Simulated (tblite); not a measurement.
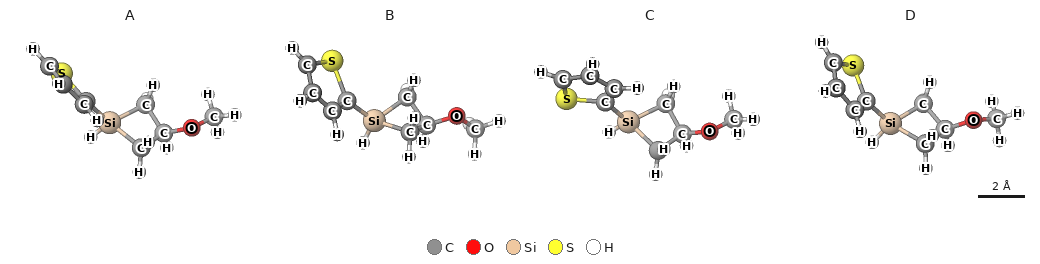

4 geometries from one relaxation of C8H12OSSi, in shuffled order. A ball-and-stick model, seen at a tilt.

All numbers below come from GFN2-xTB geometry optimisation, gas phase (tblite 0.8.0). 

### Put them in the order of the run, from the start to the converged end.

B, D, A, C. They are steps 0, 73, 162, 235, at +203.4 kJ/mol, +7.29 kJ/mol, +1.81 kJ/mol relative to the last. The largest move after the best rigid fit is that of an H atom, 2.71 Å. Largest moves by element: H 2.71 Å, S 2.03 Å, C 1.37 Å, O 0.91 Å, Si 0.37 Å. Among the contacts that change: C–S 1.900 → 1.717 Å, C–C 1.340 → 1.410 Å, C–H 1.127 → 1.076 Å, C–C 1.486 → 1.536 Å. Among the angles between lasting bonds that change: C–C–C 87.9° → 100.0°, Si–C–H 109.8° → 120.0°, H–C–H 117.8° → 108.2°. Groups turn about C–Si by about 100°, C–O by about 45°. The energy falls by 203.4 kJ/mol in 235 geometry steps.
